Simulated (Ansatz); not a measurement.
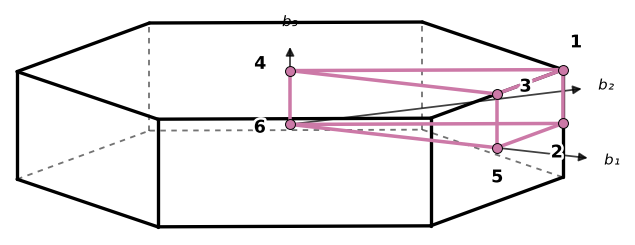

The first Brillouin zone of a primitive hexagonal lattice (hP; extended symbol hP2) is drawn with its special points numbered. Crystal: Si₃Ge, coordinates from a relaxation with DFT PBE, scalar-relativistic, plane waves, PAW in Ansatz; the starting structure was generated, so it need not be a known form of this composition. Symmetry computed with spglib at a tolerance of 0.002 Å; standard conventional cell.

a = 2.715 Å, b = 2.715 Å, c = 10.111 Å, α = 90.00°, β = 90.00°, γ = 120.00°.

Labels and path follow the convention of Hinuma et al. (2017), as computed by seekpath; the arrows show the directions of the reciprocal primitive vectors b₁, b₂, b₃, in which coordinates are given.

Question: Give the label and coordinates of each numbered point.

Answer:
```json
{"no.": "1", "label": "H", "coordinates": "(1/3, 1/3, 1/2)"}
{"no.": "2", "label": "K", "coordinates": "(1/3, 1/3, 0)"}
{"no.": "3", "label": "L", "coordinates": "(1/2, 0, 1/2)"}
{"no.": "4", "label": "A", "coordinates": "(0, 0, 1/2)"}
{"no.": "5", "label": "M", "coordinates": "(1/2, 0, 0)"}
{"no.": "6", "label": "Γ", "coordinates": "(0, 0, 0)"}
```
